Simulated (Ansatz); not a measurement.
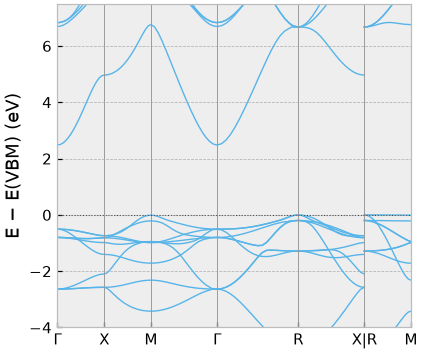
Figure: Band structure from plane-wave PAW r²SCAN (Ansatz code)

Task: Read off the gap and where the band edges lie.

Result: About 2.5 eV (2.48 eV by a search for the band edges); maximum at R, minimum at Γ.

Task: Which compound is it?
A. VCu3Se4, P-43m (V on 1a, Cu on 3d, Se on 4e)
B. ZnAgF3, cubic perovskite
C. CsCdCl3, cubic perovskite
D. BaHfO3, cubic perovskite

Result: C, CsCdCl3, cubic perovskite

Space group Pm-3m (cubic perovskite). The first step of the workflow began from a Materials Project structure, measured or hypothetical; the Crystallography Open Database files this formula in space group No. 221, but the cells were not matched. Its standing as an ambient phase is unchecked. The cell was relaxed with r²SCAN under the symmetry of its start; whether a distortion lowers the energy is not shown. Scalar-relativistic: spin–orbit coupling is off unless named, which matters more the heavier the elements.

Potentials: the later of the program's two PAW sets.
